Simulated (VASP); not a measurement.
Band structure of W (space group Im-3m). All values below come from PBEsol GGA, VASP's PBE PAW potentials (set 64) (plane waves; VASP 6.6.1).

Unless said otherwise, spin-orbit coupling is left out, though it shifts the bands of the heavy elements here.

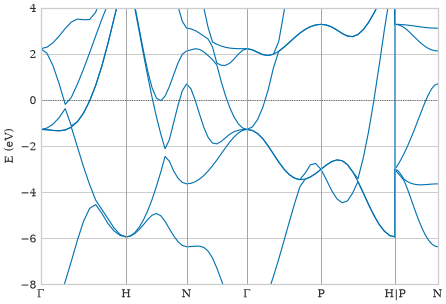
Bands along high-symmetry lines, zero at the valence-band maximum or, without a gap, the Fermi level

**Question.** Read the plot: is there a gap, and where are the band edges?

**Answer.** It has no gap at this level: it comes out as a metal or semimetal. (Edges off the drawn lines would not show.)

The structure comes from a measured W entry (Im-3m) of the Crystallography Open Database, whose conditions weren't checked. It was relaxed first.
